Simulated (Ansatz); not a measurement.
The starting structures come from a database of crystals and need not be the phases stable at ambient conditions.

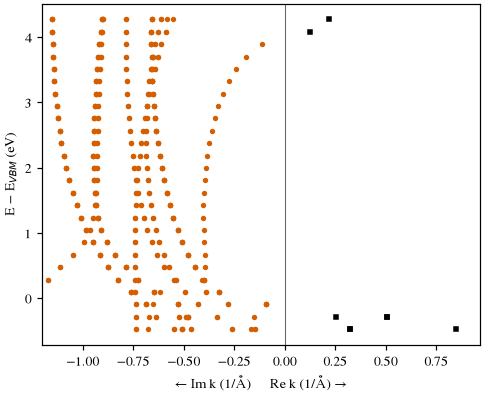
Figure: Complex bands at the centre of the two-dimensional zone; Ansatz (an electronic-structure program) with r2SCAN

The gap is the functional's own. No spin-orbit coupling. Mid-gap values are interpolated on the energy grid.

Task: This is Li$_{6}$TeO$_{6}$ (R-3, not sure to be the ambient phase, 13 atoms a cell, 9.5 Å³ an atom) along the normal of (001). Read off the slowest decay at the centre of the two-dimensional zone at 2.00 eV, the computed energy nearest the middle of the gap.

Result: κ ≈ 0.39 1/Å, a decay length 1/(2κ) of the density of 1.3 Å.
